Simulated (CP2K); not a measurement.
**PBE0/TZV2P-MOLOPT-PBE0-GTH (core potential) run of SiHF3 (SMILES F[SiH](F)F)**

What is the energy change on altering one bond length of SiHF3 at PBE0/TZV2P-MOLOPT-PBE0-GTH (core potential)? 

Program for the calculation: CP2K 2026.2.

2 further runs of the same task are left out: 1 that didn't finish, 1 set aside as unsound or not needed.

## (1) The system as given

SiHF3 has 5 atoms, charge 0, and is taken as a singlet. As SMILES, `F[SiH](F)F`. Geometry: relaxed at PBE0-D4/def2-TZVP.

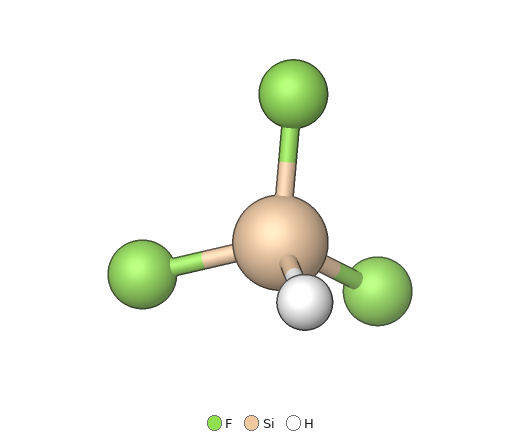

The structure, seen from a chosen angle (fluorine green, silicon light orange, hydrogen white).

## (2) A single-point energy at PBE0/TZV2P-MOLOPT-PBE0-GTH (core potential)

The input, molecule.inp:

```
&GLOBAL
    PROJECT_NAME molecule
    RUN_TYPE ENERGY
    PRINT_LEVEL MEDIUM
&END
&FORCE_EVAL
    METHOD Quickstep
    &DFT
        BASIS_SET_FILE_NAME BASIS_MOLOPT_UZH
        BASIS_SET_FILE_NAME BASIS_ADMM_UZH
        POTENTIAL_FILE_NAME POTENTIAL_UZH
        &QS
            METHOD GPW
            EPS_DEFAULT 1.0E-10
        &END
        &MGRID
            CUTOFF 400
            REL_CUTOFF 50
            NGRIDS 4
        &END
        &POISSON
            PERIODIC NONE
            POISSON_SOLVER MULTIPOLE
        &END
        &SCF
            SCF_GUESS ATOMIC
            EPS_SCF 1.0E-06
            MAX_SCF 100
            ADDED_MOS 3
            &DIAGONALIZATION
                ALGORITHM STANDARD
            &END
            &MIXING
                METHOD DIRECT_P_MIXING
                ALPHA 0.4
            &END
        &END
        &XC
            &XC_FUNCTIONAL
                &PBE
                    SCALE_X 0.75
                    SCALE_C 1.0
                &END
            &END
            &HF
                FRACTION 0.25
                &SCREENING
                    EPS_SCHWARZ 1.0E-09
                &END
                &MEMORY
                    MAX_MEMORY 1050
                &END
            &END
        &END
        &AUXILIARY_DENSITY_MATRIX_METHOD
            ADMM_TYPE ADMMS
            EXCH_CORRECTION_FUNC PBEX
        &END
        &PRINT
            &MOMENTS
                PERIODIC F
                REFERENCE COM
                MAX_MOMENT 1
            &END
            &MO ON
                ENERGIES T
                OCCUPATION_NUMBERS T
                NDIGITS 6
                &EACH
                    QS_SCF 0
                &END
                ADD_LAST NUMERIC
            &END
            &HIRSHFELD OFF
            &END
        &END
    &END
    &SUBSYS
        &CELL
            ABC 9.1 9.5 9.3
            PERIODIC NONE
        &END
        &COORD
            F      3.651750     4.658750     5.779250
            Si     4.139550     4.742650     4.286150
            F      3.501750     6.022350     3.630750
            F      3.602950     3.477650     3.520750
            H      5.598250     4.803350     4.222850
        &END
        &KIND F
            BASIS_SET ORB TZV2P-MOLOPT-PBE0-GTH-q7
            BASIS_SET AUX_FIT admm-tzp-q7
            POTENTIAL GTH-PBE0-q7
        &END
        &KIND Si
            BASIS_SET ORB TZV2P-MOLOPT-PBE0-GTH-q4
            BASIS_SET AUX_FIT admm-tzp-q4
            POTENTIAL GTH-PBE0-q4
        &END
        &KIND H
            BASIS_SET ORB TZV2P-MOLOPT-PBE0-GTH-q1
            BASIS_SET AUX_FIT admm-tzp-q1
            POTENTIAL GTH-PBE0-q1
        &END
    &END
&END
```

Command:

```console
$ OMP_NUM_THREADS=1 cp2k.psmp molecule.inp > molecule.out
```

The program printed, cut to the lines that bear on the results:

```text
CP2K| version string:                                       CP2K version 2026.2
[...]
 GLOBAL| Method name                                                        CP2K
[...]
 GLOBAL| Run type                                                         ENERGY
[...]
 DFT| Spin restricted Kohn-Sham (RKS) calculation                            RKS
 DFT| Multiplicity                                                             1
[...]
 DFT| Charge                                                                   0
[...]
 FUNCTIONAL| PBE:
 QS| Method:                                                                 GPW
[...]
 QS| Density cutoff [a.u.]:                                                200.0
[...]
 QS| Relative density cutoff [a.u.]:                                        25.0
[...]
                             - Atoms:                                          5
[...]
                             - Spherical basis functions:                    130
[...]
 Number of electrons:                                                         26
[...]
     1 P_Mix/Diag. 0.40E+00    2.3     2.29105831       -74.2459239405 -7.42E+01
[...]
    15 DIIS/Diag.  0.10E-05    1.7     0.00000028       -77.3153624061 -1.72E-11
  *** SCF run converged in    15 steps ***
[...]
  Overlap energy of the core charge distribution:               0.00000007111375
  Self energy of the core charge distribution:               -208.31152521735623
  Core Hamiltonian energy:                                     57.45730302496916
  Hartree energy:                                              89.14882891295615
  Exchange-correlation energy:                                -11.96273495921963
  Hartree-Fock Exchange energy:                                -3.64723423854426
  Total energy:                                               -77.31536240608106
[...]
                     Mulliken Population Analysis
 #  Atom  Element  Kind  Atomic population                           Net charge
       1     F        1          7.350768                             -0.350768
       2     Si       2          2.906700                              1.093300
       3     F        1          7.350857                             -0.350857
       4     F        1          7.350772                             -0.350772
       5     H        3          1.040903                             -0.040903
 # Total charge                             26.000000                  0.000000
[...]
  Dipole moment [Debye]
    X=  0.1372632E+01 Y=  0.5648160E-01 Z= -0.5951361E-01  Total=      1.3750822
 ENERGY| Total FORCE_EVAL ( QS ) energy [hartree]            -77.315362406081064
[...]
```

Wall time 28 s (1 thread of Arm Neoverse V2, shared host); peak memory 0.86 GiB.

## (3) The distorted shape, same level

The input, mol.inp:

```
&FORCE_EVAL
  METHOD QS
  &DFT
    BASIS_SET_FILE_NAME BASIS_MOLOPT_UZH
    BASIS_SET_FILE_NAME BASIS_ADMM_UZH
    POTENTIAL_FILE_NAME POTENTIAL_UZH
    &QS
      METHOD GPW
      EPS_DEFAULT 1.0E-10
    &END QS
    &MGRID
      CUTOFF 400
      REL_CUTOFF 50
      NGRIDS 4
    &END MGRID
    &POISSON
      PERIODIC NONE
      POISSON_SOLVER MULTIPOLE
    &END POISSON
    &SCF
      SCF_GUESS ATOMIC
      EPS_SCF 1.0E-06
      MAX_SCF 50
      &OT
        MINIMIZER DIIS
        PRECONDITIONER FULL_ALL
      &END OT
      &OUTER_SCF
        EPS_SCF 1.0E-06
        MAX_SCF 10
      &END OUTER_SCF
    &END SCF
    &XC
      &XC_FUNCTIONAL
        &PBE
          SCALE_X 0.75
          SCALE_C 1.0
        &END PBE
      &END XC_FUNCTIONAL
      &HF
        FRACTION 0.25
        &SCREENING
          EPS_SCHWARZ 1.0E-09
        &END SCREENING
        &MEMORY
          MAX_MEMORY 1050
        &END MEMORY
      &END HF
    &END XC
    &AUXILIARY_DENSITY_MATRIX_METHOD
      ADMM_TYPE ADMMS
      EXCH_CORRECTION_FUNC PBEX
    &END AUXILIARY_DENSITY_MATRIX_METHOD
    &PRINT
      &MOMENTS
        PERIODIC F
        REFERENCE COM
        MAX_MOMENT 1
      &END MOMENTS
      &MO_CUBES
        NLUMO 3
        NHOMO -1
        WRITE_CUBE F
      &END MO_CUBES
      &HIRSHFELD OFF
      &END HIRSHFELD
    &END PRINT
  &END DFT
  &SUBSYS
    &CELL
      ABC 9.6 11.1 10.2
      PERIODIC NONE
    &END CELL
    &COORD
      F      0.196830     1.435823     2.409794
      Si     0.684630     1.519723     0.916694
      F      0.046830     2.799423     0.261294
      F     -0.495900    -1.263300    -0.767200
      H      2.143330     1.580423     0.853394
    &END COORD
    &TOPOLOGY
      &CENTER_COORDINATES
      &END CENTER_COORDINATES
    &END TOPOLOGY
    &KIND F
      BASIS_SET ORB TZV2P-MOLOPT-PBE0-GTH-q7
      BASIS_SET AUX_FIT admm-tzp-q7
      POTENTIAL GTH-PBE0-q7
    &END KIND
    &KIND Si
      BASIS_SET ORB TZV2P-MOLOPT-PBE0-GTH-q4
      BASIS_SET AUX_FIT admm-tzp-q4
      POTENTIAL GTH-PBE0-q4
    &END KIND
    &KIND H
      BASIS_SET ORB TZV2P-MOLOPT-PBE0-GTH-q1
      BASIS_SET AUX_FIT admm-tzp-q1
      POTENTIAL GTH-PBE0-q1
    &END KIND
  &END SUBSYS
&END FORCE_EVAL

&GLOBAL
  PROJECT mol
  RUN_TYPE ENERGY
  PRINT_LEVEL MEDIUM
&END GLOBAL
```

Command:

```console
$ OMP_NUM_THREADS=1 cp2k.psmp -i mol.inp -o mol.out
```

The program printed, cut to the lines that bear on the results:

```text
CP2K| version string:                                       CP2K version 2026.2
[...]
 GLOBAL| Method name                                                        CP2K
[...]
 GLOBAL| Run type                                                         ENERGY
[...]
 DFT| Spin restricted Kohn-Sham (RKS) calculation                            RKS
 DFT| Multiplicity                                                             1
[...]
 DFT| Charge                                                                   0
[...]
 FUNCTIONAL| PBE:
 QS| Method:                                                                 GPW
[...]
 QS| Density cutoff [a.u.]:                                                200.0
[...]
 QS| Relative density cutoff [a.u.]:                                        25.0
[...]
                             - Atoms:                                          5
[...]
                             - Spherical basis functions:                    130
[...]
 Number of electrons:                                                         26
[...]
     1 OT DIIS     0.15E+00    2.6     0.14653150       -74.9496080982 -7.49E+01
[...]
    48 OT DIIS     0.15E+00    2.0     0.00000083       -77.0620349808 -4.59E-10
  *** SCF run converged in    48 steps ***
[...]
  Overlap energy of the core charge distribution:               0.00000005526022
  Self energy of the core charge distribution:               -208.31152521735623
  Core Hamiltonian energy:                                     56.91087112739880
  Hartree energy:                                              89.69009264968857
  Exchange-correlation energy:                                -11.78635152780876
  Hartree-Fock Exchange energy:                                -3.56512206801254
  Total energy:                                               -77.06203498082996
[...]
  Dipole moment [Debye]
    X=  0.3885897E+01 Y=  0.5662662E+01 Z=  0.3333947E+01  Total=      7.6342082
[...]
 WARNING : did not converge in ot_eigensolver
 number of iterations          299  exceeded maximum
 current gradient / target gradient   1.3840365992146906E-004  /    1.0000000000000001E-005
[...]
 HOMO - LUMO gap [eV] :    2.431019
 ENERGY| Total FORCE_EVAL ( QS ) energy [hartree]            -77.062034980829964
[...]
```

It took 1.7 min on 1 thread of Arm Neoverse V2, shared host; peak memory 0.97 GiB.

## (4) What came out

At PBE0/TZV2P-MOLOPT-PBE0-GTH (core potential):

```
                                                          quantity         value
                                         first shape: total energy  -77.31536 Eh
                                        first shape: dipole moment        1.38 D
                                          first shape: HOMO energy     -11.28 eV
                                          first shape: LUMO energy       0.65 eV
                                        first shape: HOMO–LUMO gap      11.93 eV
                                     distorted shape: total energy  -77.06203 Eh
                                    distorted shape: dipole moment        7.63 D
                                      distorted shape: HOMO energy      -8.06 eV
                                      distorted shape: LUMO energy      -5.63 eV
                                    distorted shape: HOMO–LUMO gap       2.43 eV
energy change with the Si2–F4 bond stretched from 1.573 to 3.460 Å      6.893 eV
```

**Reading.** One bond (distorted shape) is far stretched, which a spin-restricted single reference describes badly; a broken-symmetry solution may lie lower. With the Si2–F4 bond stretched from 1.573 to 3.460 Å the energy rises by 6.89 eV (159 kcal/mol). A restricted reference can't describe the breaking bond well at this length.
